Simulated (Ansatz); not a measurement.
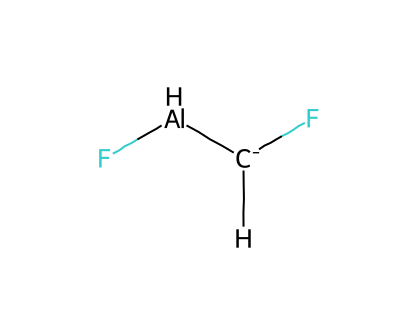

The picture comes from a calculation with Ansatz.

2D structure. State: charge −1, singlet.

Write the SMILES.

Answer. F[CH-][AlH][F]

Give the formula, hydrogens included.

Answer. CH2AlF2, charge -1.

An optimisation with PBE0-D4/def2-TZVPD gave a structure of which point group?

Answer. Cs. Other conformers may differ.
